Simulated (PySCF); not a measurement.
# [Ir3]−: forces at shaken geometries

Aim: move all atoms of relaxed [Ir3]− at random and read energies and forces. It is a constructed species; whether it can be made isn't addressed.

Method: BP86, Ir def2-SVP with ECP60; scalar-relativistic core potentials, no spin–orbit coupling; program: PySCF 2.14.0.

3 further runs of the same task are left out: 1 for a known fault of the program, 2 that didn't finish.

**1. Starting geometry**

3 atoms, charge -1, spin multiplicity 3.

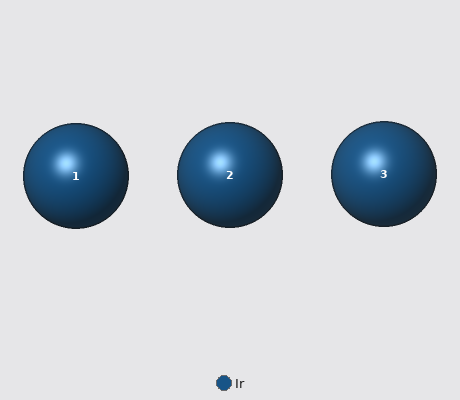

The geometry (iridium blue); atoms are numbered from 1 in the order of the file.

Coordinates:

```xyz
3

Ir    0.0000    0.0000    2.2481
Ir    0.0000    0.0000    0.0000
Ir    0.0000    0.0000   -2.2481
```

An earlier session relaxed this geometry at BP86, Ir def2-SVP with ECP60 (triplet, point group D∞h).

Its energy there is -313.474226 Eh.

**2. Atoms moved at random, σ = 0.15 Å**

Contents of run.py (the lines that set the calculation):

```python
mol = gto.M(atom='''
Ir     0.01187    -0.05431     2.28157
Ir     0.02250     0.15261    -0.03000
Ir    -0.03437    -0.09830    -2.25157''',
    basis={'Ir': 'def2-SVP'},
    ecp={'Ir': 'def2-SVP'},
    charge=-1, spin=2)
mf = dft.UKS(mol, xc='B88,P86')
mf.grids.atom_grid = (50, 194)
mf = mf.density_fit()  # fitting sets: Ir def2-universal-JKFIT
mf.conv_tol = 1e-08; mf.max_cycle = 55
mf.kernel(dm0)  # dm0: the density of the relaxed state
```

Started as:

```
$ OMP_NUM_THREADS=2 python run.py
```

What it wrote:

```text
init E= -313.448059066165
  HOMO = -0.0164133872193  LUMO = -0.00938569262059  gap/eV = 0.19123
cycle= 1 E= -313.439893647556  delta_E= 0.00817  |g|= 0.27  |ddm|= 0.862
  HOMO = 0.054721515434  LUMO = 0.0620666324621  gap/eV = 0.19987
cycle= 2 E= -310.675745244882  delta_E= 2.76  |g|= 2.12  |ddm|= 2.85
  HOMO = 0.0155896660097  LUMO = 0.0211467758834  gap/eV = 0.15122
cycle= 3 E= -313.007472985796  delta_E= -2.33  |g|= 0.995  |ddm|= 2.76
  HOMO = 0.00618971271407  LUMO = 0.0123773527352  gap/eV = 0.16837
cycle= 4 E= -313.115807024198  delta_E= -0.108  |g|= 0.896  |ddm|= 1.38
  HOMO = 0.00933287250937  LUMO = 0.0174378342657  gap/eV = 0.22055
cycle= 5 E= -313.45039950223  delta_E= -0.335  |g|= 0.22  |ddm|= 0.597
  HOMO = -0.000929036689626  LUMO = 0.00692447981831  gap/eV = 0.21371
cycle= 6 E= -313.446955961396  delta_E= 0.00344  |g|= 0.239  |ddm|= 0.213
  HOMO = 0.00102084042493  LUMO = 0.00854936514241  gap/eV = 0.20486
cycle= 7 E= -313.463420589806  delta_E= -0.0165  |g|= 0.139  |ddm|= 0.0982
  HOMO = 0.00198743389192  LUMO = 0.00932596452273  gap/eV = 0.19969
cycle= 8 E= -313.46825377891  delta_E= -0.00483  |g|= 0.0896  |ddm|= 0.0651
  HOMO = 0.00163696393964  LUMO = 0.0088152233949  gap/eV = 0.19533
cycle= 9 E= -313.471768288546  delta_E= -0.00351  |g|= 0.00488  |ddm|= 0.08
  HOMO = 0.00141944584638  LUMO = 0.00861718780744  gap/eV = 0.19586
cycle= 10 E= -313.471762852036  delta_E= 5.44e-06  |g|= 0.00661  |ddm|= 0.012
  HOMO = 0.001389886659  LUMO = 0.00861253076569  gap/eV = 0.19654
...
  HOMO = 0.00137375472058  LUMO = 0.108620938626  gap/eV = 2.91834
cycle= 23 E= -313.47178412962  delta_E= -1.3e-08  |g|= 0.000136  |ddm|= 0.000245
  HOMO = 0.001373794341  LUMO = 0.108620997236  gap/eV = 2.91835
cycle= 24 E= -313.471784127612  delta_E= 2.01e-09  |g|= 0.000187  |ddm|= 0.000257
  HOMO = 0.00137366104494  LUMO = 0.108621034003  gap/eV = 2.91835
cycle= 25 E= -313.471784128327  delta_E= -7.15e-10  |g|= 0.000199  |ddm|= 0.00021
  HOMO = 0.00137412820169  LUMO = 0.108621575745  gap/eV = 2.91835
cycle= 26 E= -313.471784130867  delta_E= -2.54e-09  |g|= 0.000194  |ddm|= 0.000163
  HOMO = 0.00137333370323  LUMO = 0.108620809745  gap/eV = 2.91835
cycle= 27 E= -313.471784139798  delta_E= -8.93e-09  |g|= 0.000141  |ddm|= 0.000114
  HOMO = 0.00137457372183  LUMO = 0.108622030391  gap/eV = 2.91835
cycle= 28 E= -313.471784408652  delta_E= -2.69e-07  |g|= 4.19e-05  |ddm|= 0.000151
  HOMO = 0.00137365862887  LUMO = 0.10862080292  gap/eV = 2.91834
cycle= 29 E= -313.471784410419  delta_E= -1.77e-09  |g|= 1.25e-05  |ddm|= 9.16e-05
  HOMO = 0.00137349636545  LUMO = 0.00862093263236  gap/eV = 0.19721
Extra cycle  E= -313.471784306645  delta_E= 1.04e-07  |g|= 0.000491  |ddm|= 0.000607
SCF not converged.
  HOMO = 0.00138035206243  LUMO = 0.00860254478544  gap/eV = 0.19653
macro= 0  E= -313.471784411804  delta_E= -1.05159e-07  |g|= 0.00049133  1 KF 3 JK
macro= 1  E= -313.471784411805  delta_E= -1.53477e-12  |g|= 2.9623e-05  1 KF 2 JK
macro X = 2  E=-313.471784411805  |g|= 2.9623e-05  total 3 KF 8 JK
converged SCF energy = -313.471784411805  <S^2> = 2.0041294  2S+1 = 3.0027516
```

Run time: 31 s. Hardware: 2 threads of Arm Neoverse V1, shared host.

Read off: E = -313.471784 Eh (+0.066 eV from the relaxed state), HOMO 0.04 eV, LUMO 0.23 eV (over both spins), ⟨S²⟩ = 2.004, Mulliken charge on Ir1 -0.44 e, largest force component 1.603 eV/Å. The highest filled level lies above zero; it isn't the detachment energy.

```tsv
atom	Fx	Fy	Fz (eV/Å)
Ir1	0.011	0.176	-1.465
Ir2	0.000	-0.209	1.603
Ir3	-0.010	0.034	-0.137
```

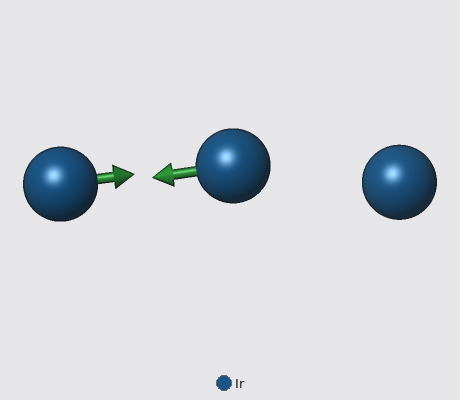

Forces as arrows, the longest for the largest force.

**3. Atoms moved at random, σ = 0.15 Å**

Edit run.py (the lines that set the calculation) of step 2 so:

```diff
@@ -1,5 +1,5 @@
 mol = gto.M(atom='''
-Ir     0.01187    -0.05431     2.28157
-Ir     0.02250     0.15261    -0.03000
-Ir    -0.03437    -0.09830    -2.25157''',
+Ir    -0.09955    -0.00225     2.18406
+Ir     0.20205     0.11648     0.17544
+Ir    -0.10250    -0.11423    -2.35950''',
     basis={'Ir': 'def2-SVP'},
```

Started as:

```
$ OMP_NUM_THREADS=2 python run.py
```

What it wrote:

```text
init E= -313.409405271454
  HOMO = -0.0332441353277  LUMO = -0.0264399752299  gap/eV = 0.18515
cycle= 1 E= -312.698761476207  delta_E= 0.711  |g|=  1.2  |ddm|=  1.6
cycle= 2 E= -286.495968205728  delta_E= 26.2  |g|= 4.51  |ddm|=   21
  HOMO = 0.0253631356863  LUMO = 0.028375443067  gap/eV = 0.08197
cycle= 3 E= -311.328559621253  delta_E= -24.8  |g|= 2.06  |ddm|= 20.2
cycle= 4 E= -300.434539872964  delta_E= 10.9  |g|= 3.87  |ddm|= 4.17
  HOMO = -0.00531377042375  LUMO = 0.000788734243084  gap/eV = 0.16606
cycle= 5 E= -312.9587692657  delta_E= -12.5  |g|= 1.04  |ddm|= 3.76
  HOMO = -0.00724705252784  LUMO = 1.04653590451e-05  gap/eV = 0.19749
cycle= 6 E= -313.110054742406  delta_E= -0.151  |g|= 0.787  |ddm|= 0.892
  HOMO = -0.0132620542542  LUMO = -0.00472336186767  gap/eV = 0.23235
cycle= 7 E= -312.815824398728  delta_E= 0.294  |g|= 1.05  |ddm|= 0.735
  HOMO = -0.0122743509155  LUMO = -0.00355359981315  gap/eV = 0.23730
cycle= 8 E= -312.85215356723  delta_E= -0.0363  |g|= 1.02  |ddm|= 0.251
  HOMO = -0.0132414989318  LUMO = -0.00433940478095  gap/eV = 0.24224
cycle= 9 E= -312.891212385452  delta_E= -0.0391  |g|= 0.991  |ddm|= 0.0731
  HOMO = -0.0163009153633  LUMO = -0.00748888157711  gap/eV = 0.23979
cycle= 10 E= -312.908466975891  delta_E= -0.0173  |g|= 0.973  |ddm|= 0.111
  HOMO = -0.000203437919287  LUMO = 0.00894698939695  gap/eV = 0.24900
cycle= 11 E= -313.048146165595  delta_E= -0.14  |g|= 0.847  |ddm|= 0.563
  HOMO = -0.0126176344587  LUMO = -0.00477317895808  gap/eV = 0.21346
...
cycle= 23 E= -313.422359697559  delta_E= -3.67e-05  |g|= 0.000738  |ddm|= 0.0107
  HOMO = 0.0021973011531  LUMO = 0.0129346263735  gap/eV = 0.29218
cycle= 24 E= -313.422359259306  delta_E= 4.38e-07  |g|= 0.00196  |ddm|= 0.00545
  HOMO = 0.00217783503141  LUMO = 0.0129594728328  gap/eV = 0.29338
cycle= 25 E= -313.422361844884  delta_E= -2.59e-06  |g|= 0.000251  |ddm|= 0.00567
  HOMO = 0.00219356974054  LUMO = 0.0129841088861  gap/eV = 0.29363
cycle= 26 E= -313.422361756373  delta_E= 8.85e-08  |g|= 0.000339  |ddm|= 0.00302
  HOMO = 0.00218191752204  LUMO = 0.0129787825902  gap/eV = 0.29380
cycle= 27 E= -313.422361721632  delta_E= 3.47e-08  |g|= 0.00058  |ddm|= 0.00211
  HOMO = 0.00218584198423  LUMO = 0.0129773508356  gap/eV = 0.29365
cycle= 28 E= -313.422361917231  delta_E= -1.96e-07  |g|= 6.01e-05  |ddm|= 0.00115
  HOMO = 0.00218923231905  LUMO = 0.0129801935585  gap/eV = 0.29364
cycle= 29 E= -313.422361941693  delta_E= -2.45e-08  |g|= 6.28e-05  |ddm|= 0.00114
  HOMO = 0.00218724913258  LUMO = 0.0129784730265  gap/eV = 0.29364
cycle= 30 E= -313.422361951904  delta_E= -1.02e-08  |g|= 5.23e-05  |ddm|= 0.000516
  HOMO = 0.00218640213693  LUMO = 0.0129774620635  gap/eV = 0.29364
cycle= 31 E= -313.422361969648  delta_E= -1.77e-08  |g|= 3.74e-05  |ddm|= 0.000912
  HOMO = 0.00218826109883  LUMO = 0.0129795903209  gap/eV = 0.29365
cycle= 32 E= -313.422361976561  delta_E= -6.91e-09  |g|= 3.26e-05  |ddm|= 0.000377
  HOMO = 0.00218379633983  LUMO = 0.0129815255379  gap/eV = 0.29382
Extra cycle  E= -313.422361896316  delta_E= 8.02e-08  |g|= 0.000436  |ddm|= 0.000871
converged SCF energy = -313.422361896316  <S^2> = 2.0353084  2S+1 = 3.0234473
```

Run time: 10 s. Hardware: 2 threads of Arm Neoverse V1, shared host.

Result: E = -313.422362 Eh (+1.411 eV from the relaxed state), HOMO 0.06 eV, LUMO 0.35 eV (over both spins), ⟨S²⟩ = 2.035, Mulliken charge on Ir1 -0.32 e, largest force component 11.154 eV/Å. The highest filled level lies above zero; it isn't the detachment energy.

```tsv
atom	Fx	Fy	Fz (eV/Å)
Ir1	-1.126	-0.470	8.084
Ir2	0.711	0.167	-11.154
Ir3	0.415	0.303	3.070
```

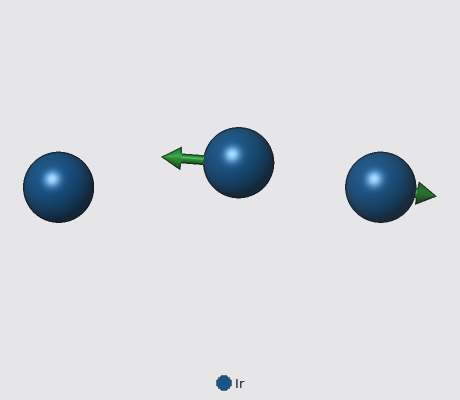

Forces as arrows, the longest for the largest force.

**4. Atoms moved at random, σ = 0.1 Å**

Edit run.py (the lines that set the calculation) of step 3 so:

```diff
@@ -1,5 +1,5 @@
 mol = gto.M(atom='''
-Ir    -0.09955    -0.00225     2.18406
-Ir     0.20205     0.11648     0.17544
-Ir    -0.10250    -0.11423    -2.35950''',
+Ir    -0.04481    -0.07882     2.45061
+Ir     0.13530    -0.02611     0.02472
+Ir    -0.09049     0.10493    -2.47533''',
     basis={'Ir': 'def2-SVP'},
```

Started as:

```
$ OMP_NUM_THREADS=2 python run.py
```

What it wrote:

```text
init E= -313.404602868892
cycle= 1 E= -313.095179886945  delta_E= 0.309  |g|= 0.857  |ddm|= 1.55
  HOMO = 0.122103635924  LUMO = 0.129740167665  gap/eV = 0.20780
cycle= 2 E= -297.55363818516  delta_E= 15.5  |g|=  3.9  |ddm|=  6.8
  HOMO = -0.028996462278  LUMO = -0.0249689644225  gap/eV = 0.10959
cycle= 3 E= -309.586029992051  delta_E=  -12  |g|= 2.37  |ddm|= 6.69
  HOMO = -0.00883275743012  LUMO = -0.00475479435469  gap/eV = 0.11097
cycle= 4 E= -311.243741132675  delta_E= -1.66  |g|= 1.85  |ddm|= 3.19
  HOMO = -0.0168385498914  LUMO = -0.00891448564625  gap/eV = 0.21562
cycle= 5 E= -311.941069648109  delta_E= -0.697  |g|= 1.55  |ddm|= 0.486
cycle= 6 E= -310.366856244945  delta_E= 1.57  |g|= 2.19  |ddm|= 1.45
cycle= 7 E= -309.853596988967  delta_E= 0.513  |g|= 2.32  |ddm|= 1.49
cycle= 8 E= -309.961453804506  delta_E= -0.108  |g|=  2.3  |ddm|= 0.186
  HOMO = 0.0198489932985  LUMO = 0.0208773416456  gap/eV = 0.02798
cycle= 9 E= -310.100190067127  delta_E= -0.139  |g|= 2.26  |ddm|= 0.384
  HOMO = 0.0214470409943  LUMO = 0.0226299582566  gap/eV = 0.03219
cycle= 10 E= -309.932353263666  delta_E= 0.168  |g|=  2.3  |ddm|= 0.158
  HOMO = 0.0202816650105  LUMO = 0.021872535084  gap/eV = 0.04329
cycle= 11 E= -309.942577802476  delta_E= -0.0102  |g|= 2.28  |ddm|= 0.54
  HOMO = 0.0332385454272  LUMO = 0.0404410592045  gap/eV = 0.19599
cycle= 12 E= -309.145684061212  delta_E= 0.797  |g|= 2.56  |ddm|= 2.09
  HOMO = 0.0764952046684  LUMO = 0.0784599947376  gap/eV = 0.05346
...
macro= 0  E= -313.438605184585  delta_E= -0.000589785  |g|= 0.00636144  3 KF 15 JK
macro= 1  E= -313.438912176382  delta_E= -0.000306992  |g|= 0.00247639  4 KF 15 JK
macro= 2  E= -313.438981716539  delta_E= -6.95402e-05  |g|= 0.000219769  3 KF 15 JK
macro= 3  E= -313.438980186838  delta_E= 1.5297e-06  |g|= 0.000174105  2 KF 19 JK
macro= 4  E= -313.438940882444  delta_E= 3.93044e-05  |g|= 0.000365947  1 KF 5 JK
macro= 5  E= -313.438982664737  delta_E= -4.17823e-05  |g|= 0.000121233  3 KF 17 JK
macro= 6  E= -313.438982455819  delta_E= 2.08918e-07  |g|= 4.72366e-05  1 KF 9 JK
macro= 7  E= -313.438984170407  delta_E= -1.71459e-06  |g|= 0.000111846  1 KF 5 JK
macro= 8  E= -313.438976600092  delta_E= 7.57031e-06  |g|= 0.000352507  2 KF 8 JK
macro= 9  E= -313.438990054524  delta_E= -1.34544e-05  |g|= 0.000291731  3 KF 20 JK
macro= 10  E= -313.438990100585  delta_E= -4.60617e-08  |g|= 5.15118e-05  1 KF 7 JK
macro= 11  E= -313.43899055272  delta_E= -4.52135e-07  |g|= 0.000106286  1 KF 5 JK
macro= 12  E= -313.438979572073  delta_E= 1.09806e-05  |g|= 0.00031964  1 KF 5 JK
macro= 13  E= -313.439015418931  delta_E= -3.58469e-05  |g|= 0.00468867  3 KF 16 JK
macro= 14  E= -313.439152443331  delta_E= -0.000137024  |g|= 0.00479102  3 KF 15 JK
macro= 15  E= -313.43933183163  delta_E= -0.000179388  |g|= 0.00357438  3 KF 14 JK
macro= 16  E= -313.439377765889  delta_E= -4.59343e-05  |g|= 0.00178855  3 KF 14 JK
macro= 17  E= -313.439438985642  delta_E= -6.12198e-05  |g|= 0.00222292  3 KF 13 JK
macro= 18  E= -313.439477579898  delta_E= -3.85943e-05  |g|= 0.00150451  3 KF 15 JK
macro= 19  E= -313.439432230577  delta_E= 4.53493e-05  |g|= 0.000251434  4 KF 25 JK
macro X = 20  E=-313.439432230577  |g|= 0.000251434  total 49 KF 278 JK
SCF not converged.
```

Run time: 96 s. Hardware: 2 threads of Arm Neoverse V1, shared host.

The SCF didn't converge.

**5. The displacements side by side**

| σ (Å) | energy rise (eV) | harmonic estimate −½ F·u (eV) | largest force component (eV/Å) |
| --- | --- | --- | --- |
| 0.15 | 0.066 | 0.071 | 1.60 |
| 0.15 | 1.411 | 1.309 | 11.15 |

Every displacement raises the energy. For a harmonic well the rise equals −½ F·u; the two differ by at most 7 % here (a move with σ = 0.15 Å), from anharmonicity, the grid and the small forces left at the relaxed point. These are double-zeta-type bases without diffuse functions. Spin–orbit coupling is left out for this open shell, where it can reorder the states. Open shells may have lower solutions than the one found.
